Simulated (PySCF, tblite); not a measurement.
# C₃H₁₃Si₃ radical: geometry, infrared bands and EPR parameters

What infrared bands and EPR parameters should C₃H₁₃Si₃ radical (`C[CH][SiH2]C([SiH3])[SiH3]`) show?

The runs use tblite 0.8.0 and PySCF 2.14.0, with density-fitted response routines of our own; the level of theory stands in each step. All values are computed, except where a source is named. Atoms count from 0, in the outputs and in this text.

## 1. Starting geometry

19 atoms, charge 0, multiplicity 2; geometry from: force field or distance geometry start.

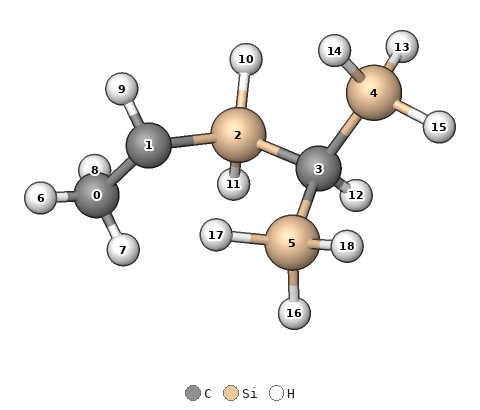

The starting geometry (carbon grey, silicon light orange, hydrogen white), atoms numbered.

## 2. Relaxing the molecule with GFN2-xTB

Job settings and geometry (Å):

```
{"job": {"kind": "relax", "xc": "GFN2-xTB", "basis": "xTB"}, "charge": 0, "multiplicity": 2}
C      2.917400    -0.013600    -0.204400
C      1.693800    -0.035100     0.704900
Si     0.354300    -1.082700    -0.052900
C     -1.215700    -0.112000    -0.352600
Si    -2.548500    -0.440300     0.901000
Si    -0.898000     1.702900    -0.634200
H      3.774000     0.507500     0.259800
H      2.597200     0.462400    -1.139600
H      3.154300    -1.089200    -0.399300
H      2.016200    -0.544100     1.663100
H      0.164900    -2.290500     0.731800
H      0.852600    -1.484200    -1.381600
H     -1.613600    -0.497600    -1.312300
H     -2.859400    -1.881800     0.830300
H     -2.231100     0.021400     2.250600
H     -3.758200     0.266900     0.451900
H     -0.575600     1.864700    -2.066000
H      0.275900     2.190400     0.096000
H     -2.110300     2.464100    -0.354000
```

Run with:

```bash
OMP_NUM_THREADS=1 python probes_run.py task.json out
```

This one command runs all jobs of the session in turn.

The log of the run:

```text
step      E/eV     max force
  0    -492.94742    2.586
  1    -493.09809    1.530
  2    -493.20516    1.084
  3    -493.26263    0.849
  4    -493.34197    0.864
  5    -493.38691    0.818
  6    -493.42999    0.536
  7    -493.46254    0.463
  8    -493.49770    0.547
  9    -493.52782    0.471
 10    -493.54766    0.377
 11    -493.55673    0.212
 12    -493.56332    0.239
 13    -493.57139    0.262
 14    -493.57766    0.193
 15    -493.58154    0.134
 16    -493.58451    0.268
 17    -493.58787    0.186
 18    -493.59216    0.179
 19    -493.59559    0.121
 20    -493.59795    0.116
 21    -493.60078    0.120
 22    -493.60327    0.116
 23    -493.60555    0.102
 24    -493.60778    0.105
 25    -493.61039    0.136
 26    -493.61312    0.137
 27    -493.61551    0.123
 28    -493.61738    0.097
 29    -493.61913    0.097
 30    -493.62102    0.114
 31    -493.62284    0.117
 32    -493.62423    0.073
 33    -493.62531    0.071
 34    -493.62643    0.083
 35    -493.62793    0.144
 36    -493.62977    0.170
 37    -493.63162    0.134
 38    -493.63332    0.114
 39    -493.63502    0.111
 40    -493.63679    0.108
 41    -493.63839    0.105
 42    -493.63970    0.092
 43    -493.64098    0.116
 44    -493.64266    0.123
 45    -493.64475    0.151
 46    -493.64688    0.145
 47    -493.64887    0.108
 48    -493.65088    0.114
 49    -493.65330    0.116
 50    -493.65610    0.129
 51    -493.65850    0.123
 52    -493.66018    0.100
 53    -493.66171    0.083
 54    -493.66335    0.114
 55    -493.66525    0.147
 56    -493.66734    0.148
 57    -493.66904    0.110
 58    -493.67050    0.120
 59    -493.67169    0.063
 60    -493.67271    0.062
 61    -493.67333    0.066
 62    -493.67479    0.093
 63    -493.67632    0.101
 64    -493.67840    0.121
 65    -493.68030    0.121
 66    -493.68182    0.080
 67    -493.68297    0.078
 68    -493.68408    0.078
 69    -493.68514    0.077
 70    -493.68648    0.087
 71    -493.68837    0.102
 72    -493.69017    0.124
 73    -493.69221    0.117
 74    -493.69388    0.073
 75    -493.69483    0.057
 76    -493.69549    0.069
 77    -493.69630    0.071
 78    -493.69745    0.073
 79    -493.69878    0.101
 80    -493.70009    0.106
 81    -493.70127    0.112
 82    -493.70251    0.081
 83    -493.70377    0.075
 84    -493.70556    0.072
 85    -493.70678    0.073
 86    -493.70800    0.068
 87    -493.70884    0.054
 88    -493.70960    0.074
 89    -493.71039    0.073
 90    -493.71148    0.090
 91    -493.71274    0.073
 92    -493.71330    0.097
 93    -493.71399    0.053
 94    -493.71436    0.047
 95    -493.71502    0.053
 96    -493.71555    0.052
 97    -493.71630    0.070
 98    -493.71689    0.069
 99    -493.71746    0.058
100    -493.71796    0.058
101    -493.71845    0.058
102    -493.71896    0.071
103    -493.71962    0.091
104    -493.72040    0.081
105    -493.72123    0.087
106    -493.72187    0.063
107    -493.72222    0.062
108    -493.72258    0.048
109    -493.72300    0.045
110    -493.72386    0.059
111    -493.72441    0.061
112    -493.72490    0.045
113    -493.72525    0.049
114    -493.72574    0.055
115    -493.72637    0.051
116    -493.72703    0.047
117    -493.72749    0.049
118    -493.72780    0.053
119    -493.72807    0.043
120    -493.72838    0.037
121    -493.72869    0.048
122    -493.72906    0.048
123    -493.72954    0.056
124    -493.73015    0.050
125    -493.73075    0.052
126    -493.73122    0.050
127    -493.73166    0.052
128    -493.73218    0.063
129    -493.73292    0.076
130    -493.73380    0.079
131    -493.73442    0.071
132    -493.73477    0.094
133    -493.73537    0.030
134    -493.73567    0.033
135    -493.73615    0.040
136    -493.73643    0.037
137    -493.73662    0.032
138    -493.73674    0.023
139    -493.73682    0.018
140    -493.73689    0.018
141    -493.73695    0.018
142    -493.73701    0.020
143    -493.73707    0.020
144    -493.73714    0.022
145    -493.73720    0.028
146    -493.73726    0.025
147    -493.73731    0.014
148    -493.73735    0.014
149    -493.73740    0.017
150    -493.73745    0.025
151    -493.73753    0.029
152    -493.73762    0.025
153    -493.73772    0.025
154    -493.73782    0.025
155    -493.73793    0.023
156    -493.73805    0.023
157    -493.73818    0.024
158    -493.73833    0.031
159    -493.73850    0.032
160    -493.73865    0.021
161    -493.73877    0.024
162    -493.73887    0.022
163    -493.73894    0.032
164    -493.73903    0.023
165    -493.73912    0.020
166    -493.73925    0.025
167    -493.73930    0.029
168    -493.73945    0.029
169    -493.73959    0.029
170    -493.73976    0.032
171    -493.73994    0.027
172    -493.74026    0.039
173    -493.74073    0.048
174    -493.74133    0.053
175    -493.74182    0.047
176    -493.74211    0.027
177    -493.74226    0.025
178    -493.74239    0.024
179    -493.74255    0.028
180    -493.74271    0.029
181    -493.74284    0.020
182    -493.74291    0.021
183    -493.74299    0.014
184    -493.74303    0.013
185    -493.74307    0.015
186    -493.74311    0.014
187    -493.74313    0.009
```

Wall time 1.8 s (1 thread of Arm Neoverse V1, shared host).

The steps of the relaxation: (not every step is listed)

| step | energy from step 0 (eV) | largest force (eV/Å) |
| --- | --- | --- |
| 0 | 0.0000 | 2.5858 |
| 1 | -0.1507 | 1.5301 |
| 2 | -0.2577 | 1.0841 |
| 3 | -0.3152 | 0.8490 |
| 4 | -0.3945 | 0.8643 |
| 5 | -0.4395 | 0.8176 |
| 6 | -0.4826 | 0.5363 |
| 7 | -0.5151 | 0.4631 |
| 8 | -0.5503 | 0.5475 |
| 25 | -0.6630 | 0.1355 |
| 42 | -0.6923 | 0.0919 |
| 59 | -0.7243 | 0.0633 |
| 76 | -0.7481 | 0.0689 |
| 93 | -0.7666 | 0.0530 |
| 110 | -0.7764 | 0.0590 |
| 127 | -0.7842 | 0.0517 |
| 144 | -0.7897 | 0.0220 |
| 161 | -0.7913 | 0.0242 |
| 178 | -0.7950 | 0.0238 |
| 182 | -0.7955 | 0.0215 |
| 183 | -0.7956 | 0.0141 |
| 184 | -0.7956 | 0.0126 |
| 185 | -0.7956 | 0.0151 |
| 186 | -0.7957 | 0.0137 |
| 187 | -0.7957 | 0.0091 |

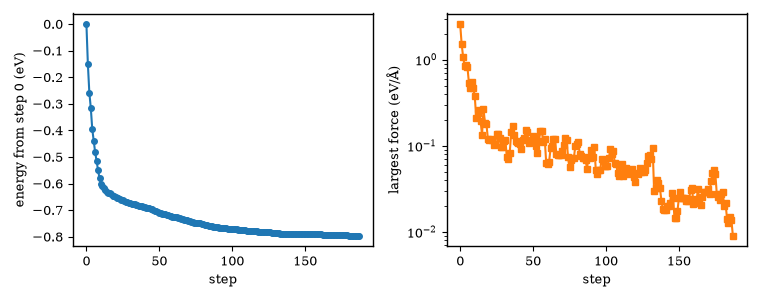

Energy and force, step by step.

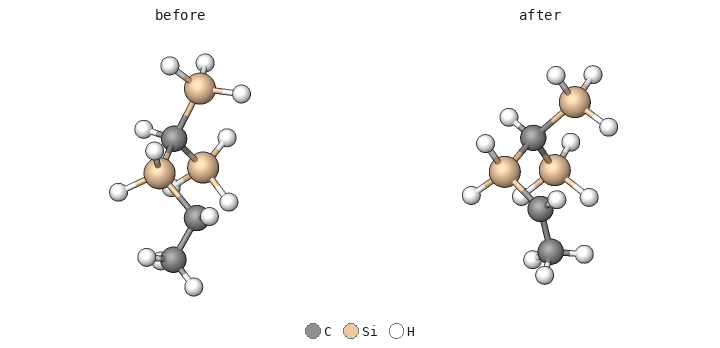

The geometry before (left) and after (right).

Distances of close pairs at the start and the end, largest changes first:

| bond | before (Å) | after (Å) | change (Å) |
| --- | --- | --- | --- |
| Si2–C3 | 1.870 | 1.923 | +0.053 |
| C1–H9 | 1.132 | 1.081 | -0.051 |
| C0–C1 | 1.525 | 1.478 | -0.046 |
| C3–Si4 | 1.859 | 1.900 | +0.041 |
| C3–Si5 | 1.864 | 1.899 | +0.036 |
| C0–H8 | 1.118 | 1.095 | -0.024 |
| C1–Si2 | 1.862 | 1.843 | -0.019 |
| Si2–H10 | 1.453 | 1.471 | +0.019 |

The next job starts from the end point, and lists it.

## 3. Harmonic vibrations with GFN2-xTB

Job settings and geometry (Å):

```
{"job": {"kind": "ir", "xc": "GFN2-xTB", "basis": "xTB"}, "charge": 0, "multiplicity": 2}
C      2.670863     0.127633     0.239922
C      1.604954    -0.846401     0.557291
Si     0.254297    -1.337286    -0.596598
C     -1.270421    -0.171401    -0.479542
Si    -2.110004    -0.225306     1.223950
Si    -0.882009     1.602886    -1.035211
H      2.607529     1.000736     0.897840
H      2.609951     0.467012    -0.790938
H      3.659961    -0.309069     0.410284
H      1.636717    -1.245102     1.561542
H     -0.184718    -2.706481    -0.284956
H      0.748290    -1.291241    -1.982823
H     -1.993354    -0.572238    -1.197668
H     -2.489548    -1.601285     1.560930
H     -1.203448     0.284794     2.255832
H     -3.324591     0.598205     1.216591
H     -0.264827     1.595300    -2.366621
H      0.036248     2.244750    -0.090490
H     -2.115693     2.393743    -1.106797
```

The log of the run:

```text
mode    cm-1     km/mol
  1      29.9      0.19
  2      37.2      0.15
  3      98.7      1.22
  4     119.0      0.22
  5     126.7      2.90
  6     133.2      0.38
  7     163.7      0.32
  8     172.6      1.11
  9     259.9      1.51
 10     279.3      2.99
 11     459.6     35.25
 12     477.6     40.14
 13     491.2     23.15
 14     502.8     17.30
 15     517.1     24.16
 16     525.6     21.82
 17     590.7      3.61
 18     619.6     46.20
 19     707.7    246.36
 20     750.6    120.80
 21     774.3    187.37
 22     780.0    333.41
 23     783.8     79.26
 24     792.9    363.68
 25     798.0    253.44
 26     808.2    519.80
 27     813.1    112.05
 28     824.7    172.23
 29     844.6    150.49
 30     951.2      2.18
 31     997.2      9.25
 32    1063.1     29.70
 33    1076.5     73.60
 34    1160.5      2.24
 35    1299.5     10.49
 36    1386.9      8.73
 37    1461.6      4.25
 38    1480.2     11.29
 39    2165.8    271.33
 40    2184.7    154.07
 41    2213.1    142.57
 42    2222.5    365.02
 43    2228.7    527.42
 44    2233.3    381.43
 45    2238.3    220.38
 46    2246.1    504.44
 47    2904.1     49.92
 48    2910.1     22.13
 49    2943.9     30.89
 50    3036.5     12.53
 51    3055.5     53.29
```

Run time: 0.9 s. Hardware: 1 thread of Arm Neoverse V1, shared host.

Which atoms move in the most intense modes:

```csv
cm⁻¹,km/mol,atoms
780,333.4,"H17 20 %, H14 19 %, H18 19 %, H15 18 %"
793,363.7,"H15 28 %, H18 24 %, H13 20 %, H16 17 %"
808,519.8,"H18 20 %, H15 19 %, H17 14 %, H14 13 %"
2166,271.3,"H11 71 %, H10 21 %"
2222,365.0,"H16 61 %, H17 12 %"
2229,527.4,"H13 37 %, H18 17 %, H15 16 %, H17 13 %"
2233,381.4,"H18 38 %, H15 23 %, H13 20 %"
2246,504.4,"H14 58 %, H17 37 %"
```

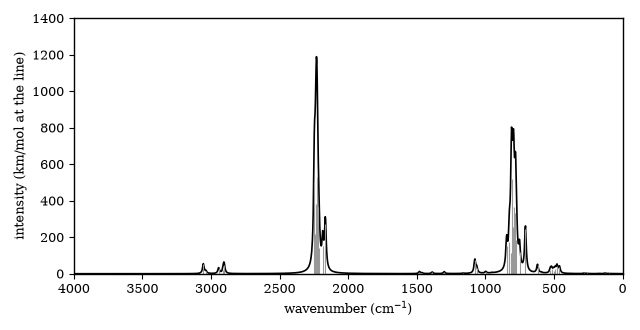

The infrared spectrum from these modes, unscaled. Lines are broadened to a width of 14 cm⁻¹ (Lorentzian).

## 4. EPR parameters: B3LYP/pcH-1

Same as in step 3 but for these lines:

```diff
@@ -1,2 +1,2 @@
-{"job": {"kind": "ir", "xc": "GFN2-xTB", "basis": "xTB"}, "charge": 0, "multiplicity": 2}
+{"job": {"kind": "epr", "basis": "pcH-1"}, "charge": 0, "multiplicity": 2}
 C      2.670863     0.127633     0.239922
```

With the program's defaults for keys left out, this is: UKS B3LYP, pcH-1 on C H Si, non-relativistic, mean-field spin-orbit, GIAO.

The log of the run:

```text
UKS, coarse grid
  cycle   1  E = -990.56594584  |g| = 3.72e-01
  cycle   2  E = -990.52694895  |g| = 4.37e-01
  cycle   3  E = -990.62376189  |g| = 7.08e-02
  cycle   4  E = -990.62616395  |g| = 2.71e-02
  cycle   5  E = -990.62653612  |g| = 8.06e-03
  cycle   6  E = -990.62656992  |g| = 1.72e-03
  cycle   7  E = -990.62657209  |g| = 7.87e-04
UKS, final grid
  cycle   1  E = -990.62665906  |g| = 8.43e-04
  cycle   2  E = -990.62665892  |g| = 1.02e-03
  cycle   3  E = -990.62665944  |g| = 7.79e-05
  cycle   4  E = -990.62665944  |g| = 4.13e-05
  cycle   5  E = -990.62665944  |g| = 2.39e-05
E = -990.62665944 Eh   <S^2> = 0.7536 (exact 0.7500)
g shifts (ppm)      1          2          3
  rmc          -129       -129       -129
  gc             -0         26         23
  oz_so          36        495        770
  total         -94        392        664
hyperfine (MHz)  atom isotope    a_iso     a_fc   dipolar eigenvalues
    0   13C     -30.95     -30.96     -3.09      1.11      1.98
    1   13C      79.45      79.56    -74.54    -73.57    148.11
    2  29Si      45.44      45.51     -1.85     -1.01      2.86
    3   13C      46.09      46.10     -3.87     -3.80      7.67
    4  29Si      -0.32      -0.32     -0.56      0.03      0.54
    5  29Si       1.46       1.46     -0.46      0.13      0.32
    6    1H     124.96     124.95     -5.55     -3.17      8.71
    7    1H       2.18       2.18     -4.43     -3.74      8.17
    8    1H     112.27     112.27     -5.35     -3.62      8.97
    9    1H     -55.72     -55.73    -35.42     -0.71     36.13
   10    1H      14.97      14.97     -3.36     -2.52      5.89
   11    1H      16.03      16.03     -3.22     -2.50      5.73
   12    1H       5.69       5.69     -2.64     -1.13      3.76
   13    1H      -0.09      -0.09     -0.98     -0.90      1.88
   14    1H       1.04       1.04     -2.17     -1.72      3.89
   15    1H      -0.60      -0.60     -0.73     -0.50      1.23
   16    1H      -0.12      -0.12     -1.00     -0.87      1.87
   17    1H       0.08       0.08     -1.96     -1.54      3.50
   18    1H       0.04       0.04     -0.69     -0.49      1.18
```

Run time: 2.2 min. Hardware: 1 thread of Arm Neoverse V1, shared host; peak memory 1.1 GiB.

Principal g values 2.00223, 2.00271, 2.00298; g(iso) = 2.00264, against 2.00232 for a free electron.

Hyperfine couplings; where a row names several nuclei, a(iso) is their mean (it holds for fast rotation or exchange) and the dipolar term the largest among them:

```csv
nuclei,isotope,a(iso) (MHz),"a(iso) (G, at g = 2.0023)",largest dipolar term (MHz)
"H6, H7, H8",1H,79.8,28.5,9.0
C1,13C,79.4,28.3,148.1
H9,1H,-55.7,-19.9,36.1
C3,13C,46.1,16.4,7.7
Si2,29Si,45.4,16.2,2.9
C0,13C,-31.0,-11.0,-3.1
"H10, H11",1H,15.5,5.5,5.9
H12,1H,5.7,2.0,3.8
"Si4, Si5",29Si,0.6,0.2,-0.6
"H13, H14, H15, H16, H17, H18",1H,0.1,0.0,3.9
```

Mulliken spin populations:

C0 -0.08; C1 0.99; Si2 -0.02; C3 0.04; Si4 0.00; Si5 0.00; H6 0.05; H7 0.00; H8 0.04; H9 -0.04; H10 0.01; H11 0.01; H12 0.00; H13 0.00; H14 0.00; H15 0.00; H16 0.00; H17 0.00; H18 0.00

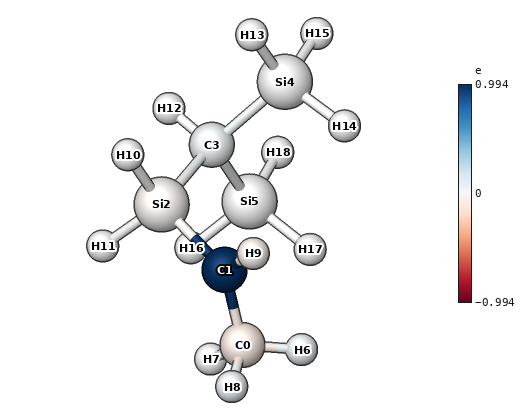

Mulliken spin populations, as colours on the atoms.

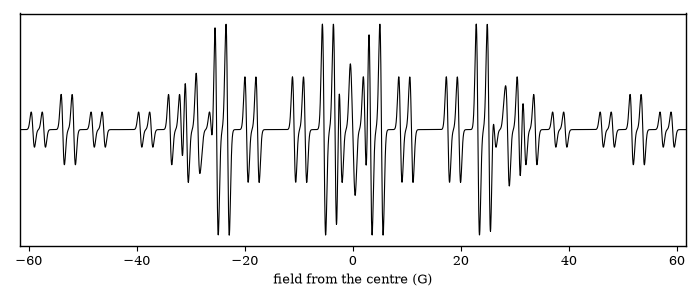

First-order isotropic spectrum (first derivative, main isotopes with spin only, couplings over 0.8 MHz, Gaussian width 0.3 G; couplings of the frozen geometry, rotation of groups not averaged beyond the rows shown).

The fields below are evaluated on a grid from the run's orbitals.

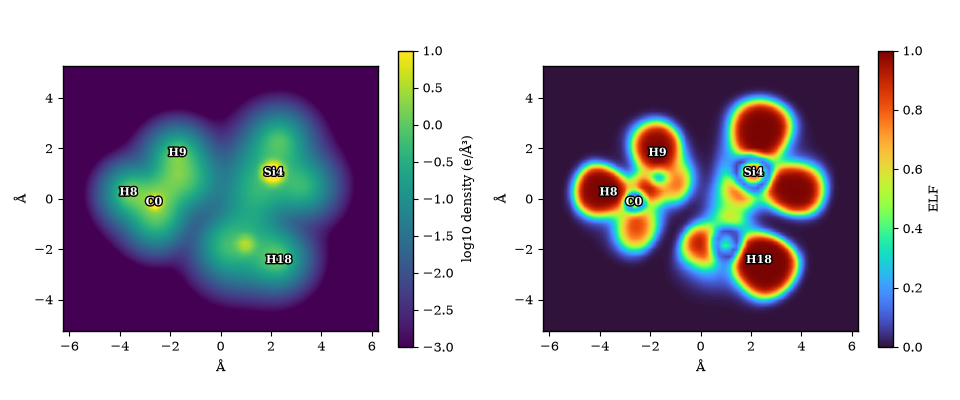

Density (left) and ELF (right) in a plane through or near 5 of the atoms.

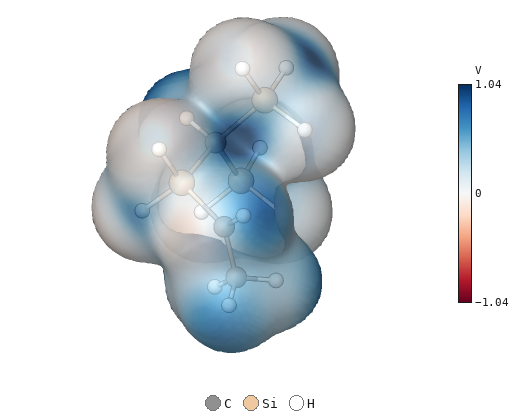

Electrostatic potential on the surface of density 0.002 e/bohr³; red is low, blue high. It runs from -0.10 to 1.04 V.

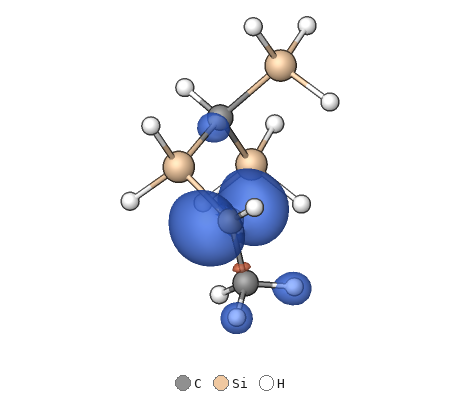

Spin density at ±0.04 e/Å³ (alpha excess blue, beta excess red).

## 5. Outcome

```
                                 quantity                       value
strongest single infrared mode (GFN2-xTB)       2229 cm⁻¹, 527 km/mol
             zero-point energy (GFN2-xTB)               82.5 kcal/mol
                           g(iso) (B3LYP)                     2.00264
                                     ⟨S²⟩          0.754 (exact 0.75)
       largest a(iso) (averaged by class)  1H on H6, H7, H8, 79.8 MHz
    surface potential, least and greatest          -0.10 V and 1.04 V
```

Over 187 steps the energy fell by 0.796 eV; of the close pairs, Si2–C3 changed most, 1.870 to 1.923 Å. No mode is imaginary among the 51: a minimum at this level. The strongest single mode, at 2229 cm⁻¹, is spread over several atoms, H13, H18, H15, H17 among them. GFN2-xTB is a fitted tight-binding method: band positions and strengths are rough. Its intensities can rank the bands wrongly. Most of the unpaired spin sits on C1 (0.99 e). The isotropic g lies 0.3 ppt above the free-electron value.
